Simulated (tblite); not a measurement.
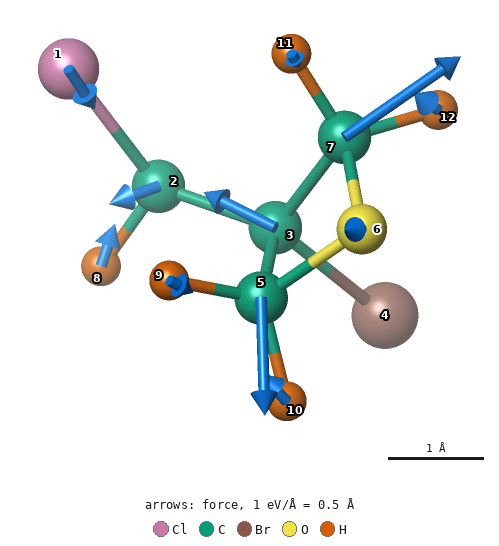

Starting geometry of C4H5BrClO (multiplicity 2) with the computed forces as blue arrows. The picture is a ball-and-stick view, seen at a tilt.

Computed with tblite 0.8.0, GFN2-xTB geometry optimisation, gas phase. 

Q: Is this structure relaxed? If not, where do the atoms go?

A: It isn't relaxed: the largest force vector, on C7, is 3.06 eV/Å. The final displacements have little in common with the starting forces (cosine between the two patterns 0.18). Cl1 moves most after the best rigid fit: 1.63 Å. By element the largest moves are Cl 1.63 Å, Br 1.11 Å, H 0.77 Å, C 0.72 Å, O 0.22 Å. Among the contacts that change: C3–Br4 1.954 → 3.365 Å, Br4–C7 2.896 → 4.208 Å, Br4–C5 2.904 → 3.779 Å, C2–Br4 2.809 → 3.183 Å. Bonds break, among them: C3–Br4 (1.95 → 3.36 Å). Bond angles that change, for instance: C2–C3–C5 117.5° → 136.4°, C2–C3–C7 119.6° → 136.6°, C3–C2–H8 113.4° → 123.1°. The energy falls by 0.892 eV in 127 geometry steps.
